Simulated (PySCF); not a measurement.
```
atom   x (Å)   y (Å)    z (Å)
  Te  0.0000  0.0000  -0.1743
   N  0.0000  0.0000   1.6167
```

Core potentials replace the inner electrons of Te.

Computed with PBE0/aug-cc-pVDZ(-PP), non-relativistic Hamiltonian with scalar-relativistic core potentials where named, at a bond length of 1.791 Å in PySCF 2.14.0.

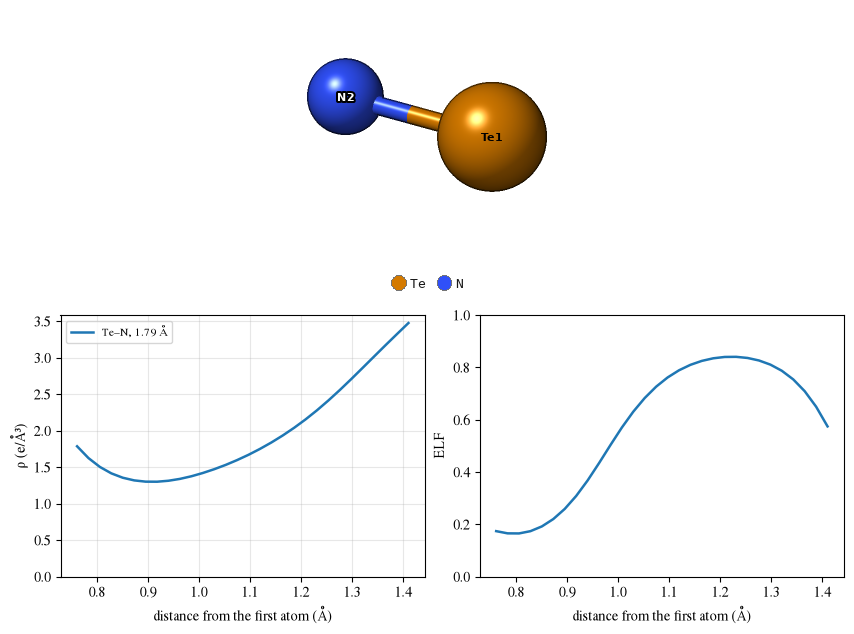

TeN (charge +1). Electron density and ELF along straight lines between neighbouring atoms. The curves leave out the atomic cores. The structure is drawn too.

### What kind of bonding do the profiles show?

Te–N (1.79 Å): the density is about 1.3 e/Å³ at the midpoint; the ELF peaks at about 0.85 between the atoms; a short, strongly polar bond.
